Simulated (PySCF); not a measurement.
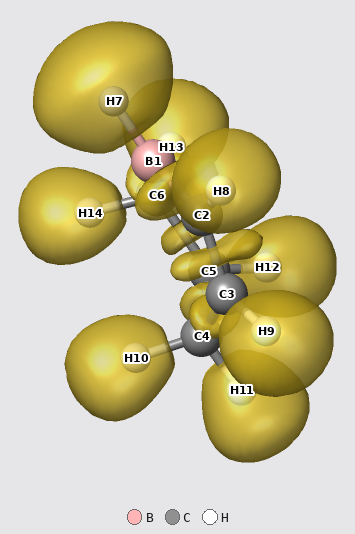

*C5H8B (doublet). Isosurface of the ELF at 0.85 (yellow), seen at an oblique angle. Only the valence region is drawn (cores and ρ < 0.01 e/Å³ removed).*

Geometry: GFN2-xTB.

Computed with PySCF, UKS B3LYP, pcH-1 on B C H, non-relativistic, mean-field spin-orbit, GIAO.

```yaml
atoms:
  - { symbol: B, position_ang: [-0.9081, 1.2521, -0.0274] }
  - { symbol: C, position_ang: [0.6087, 1.4019, 0.0071] }
  - { symbol: C, position_ang: [1.4108, 0.3348, 0.1656] }
  - { symbol: C, position_ang: [0.8538, -1.0445, 0.4314] }
  - { symbol: C, position_ang: [-0.3264, -1.1995, -0.4533] }
  - { symbol: C, position_ang: [-1.4215, -0.2535, -0.2631] }
  - { symbol: H, position_ang: [-1.6770, 2.1183, 0.1361] }
  - { symbol: H, position_ang: [1.0866, 2.3629, -0.1447] }
  - { symbol: H, position_ang: [2.4899, 0.4134, 0.1083] }
  - { symbol: H, position_ang: [0.5594, -1.1075, 1.4883] }
  - { symbol: H, position_ang: [1.6102, -1.8058, 0.2406] }
  - { symbol: H, position_ang: [-0.1953, -1.6862, -1.4061] }
  - { symbol: H, position_ang: [-2.1975, -0.3569, -1.0201] }
  - { symbol: H, position_ang: [-1.8943, -0.4299, 0.7151] }
```

> Describe the localisation domains.

The surface consists of two regions between bonded B–C atoms (shared pairs), four regions between bonded C–C atoms (shared pairs) and eight regions around hydrogen nuclei. Profiles from the grid: C–C (1.34 Å): the ELF peaks at about 0.95 between the atoms; a short, multiple covalent bond. C–B (1.52 Å): the ELF peaks at about 1 between the atoms, as expected for a covalent bond.
